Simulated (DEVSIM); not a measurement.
Structure: Ti/SiON/p-Ge capacitor, at 300 K.

```tsv
layer (left to right)	material	thickness (nm)	Na (cm⁻³)
1	SiON	11.0	-
2	Ge	11000	3e15
```

Metal gate on the left, work function 4.33 eV. Fixed charge at the semiconductor interface 0 cm⁻² (in units of +e); no interface traps.

The device is made up for the run: typed textbook-type constants, with dimensions and the other settings drawn at random. Values at 300 K.

| parameter | SiON | Ge |
|---|---|---|
| gap (eV) | 7 | 0.664 |
| affinity (eV) | 1.4 | 4 |
| permittivity | 5.5 | 16 |
| Nc (cm⁻³) | - | 1.04e19 |
| Nv (cm⁻³) | - | 6e18 |

DEVSIM, 1D Poisson equation in equilibrium, Boltzmann statistics, complete ionisation; no quantum confinement or tunnelling. Metal contacts follow the ideal Schottky-Mott rule: no Fermi-level pinning, no interface dipoles.

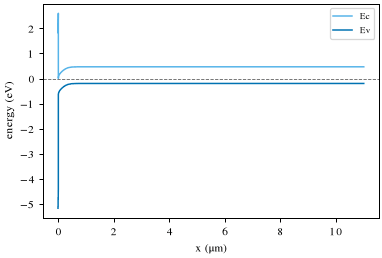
Fig. 1. Band edges at 1.1 V on the gate

Energies count from the Fermi level of the right contact; mesh points crowd at the junctions.

```
x (μm)    Ec (eV)  Ev (eV)  n (cm⁻³)  p (cm⁻³)  field (V/cm)
--------  -------  -------  --------  --------  ------------
0.000       1.830   -5.170     < 1e2     < 1e2        700000
0.001559    1.939   -5.061     < 1e2     < 1e2        700000
0.004757    2.164   -4.836     < 1e2     < 1e2        700000
0.008594    2.433   -4.567     < 1e2     < 1e2        700000
0.01095     2.598   -4.402     < 1e2     < 1e2        700000
0.01255     0.029   -0.634    3.3e18     1.3e8        140000
0.01660     0.068   -0.596    7.5e17     5.9e8         68000
0.03274     0.130   -0.534    6.8e16     6.4e9         25000
0.06704     0.191   -0.473    6.4e15    6.8e10         14000
0.1527      0.293   -0.371    1.3e14    3.5e12         10000
0.3665      0.432   -0.232    5.7e11    7.7e14          3300
1.178       0.468   -0.197    1.5e11    3.0e15           ≈ 0
2.927       0.468   -0.197    1.5e11    3.0e15           ≈ 0
6.817       0.468   -0.197    1.5e11    3.0e15           ≈ 0
9.774       0.468   -0.197    1.5e11    3.0e15           ≈ 0
10.52       0.468   -0.197    1.5e11    3.0e15           ≈ 0
10.81       0.468   -0.197    1.5e11    3.0e15           ≈ 0
10.93       0.468   -0.197    1.5e11    3.0e15           ≈ 0
10.99       0.468   -0.197    1.5e11    3.0e15           ≈ 0
11.00       0.468   -0.197    1.5e11    3.0e15           ≈ 0
11.01       0.468   -0.197    1.5e11    3.0e15           ≈ 0
11.01       0.468   -0.197    1.5e11    3.0e15           ≈ 0
```
